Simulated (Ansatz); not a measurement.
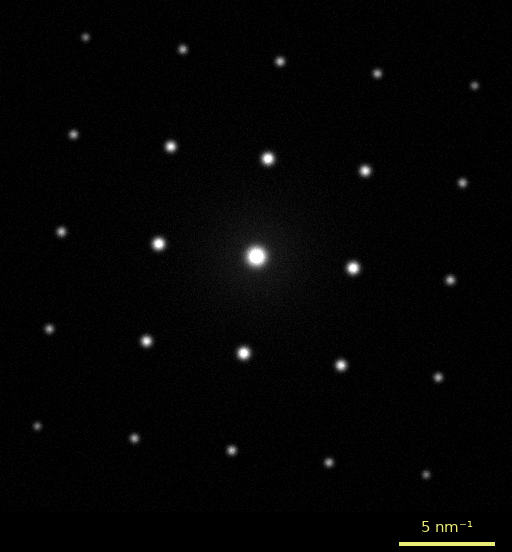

Computed electron diffraction pattern, 120 kV, single scattering only, B = 1 Å².

Read the repeat vectors of the pattern off the scale bar.

The spots form a square net with both shortest vectors at d = 1.94 Å, 90.0° apart.

What is the point symmetry of the pattern, intensities included?

4mm. A zero-layer kinematic pattern is always centrosymmetric (Friedel's law). A fourfold pattern needs a tetragonal or cubic crystal seen along a 4 or -4 axis.

What was simulated?

This cannot be fixed from one zone alone; the pattern is [001] of Ir, space group Fm-3m (No. 225), a = 3.87 Å. The net vectors are 2 0 0 and 0 2 0. Structure: the input geometry of an electronic-structure calculation (not necessarily at equilibrium).
